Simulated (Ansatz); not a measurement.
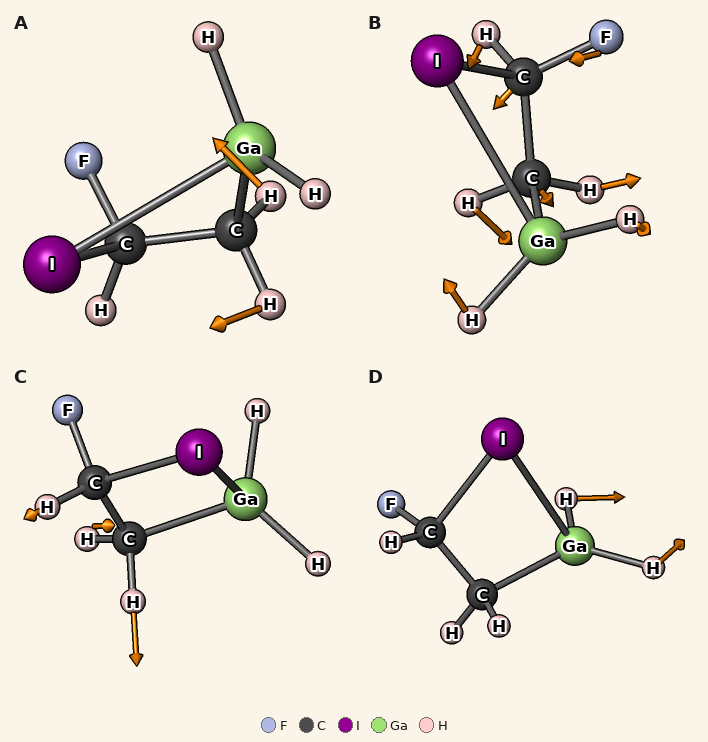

4 normal modes of one molecule or complex, as arrows. Harmonic vibrations computed with RKS PBE0-D4/def2-TZVP, core potentials on I (Ansatz 0.2.0) at a stationary point of the same level.

Question: Match the panels to the wavenumbers 252 cm⁻¹, 739 cm⁻¹, 1430 cm⁻¹, 3132 cm⁻¹.

Answer: A: 1430 cm⁻¹, H–C–H bending
B: 252 cm⁻¹, angle bending
C: 3132 cm⁻¹, out-of-phase stretching of 2 C–H bonds
D: 739 cm⁻¹, angle bending
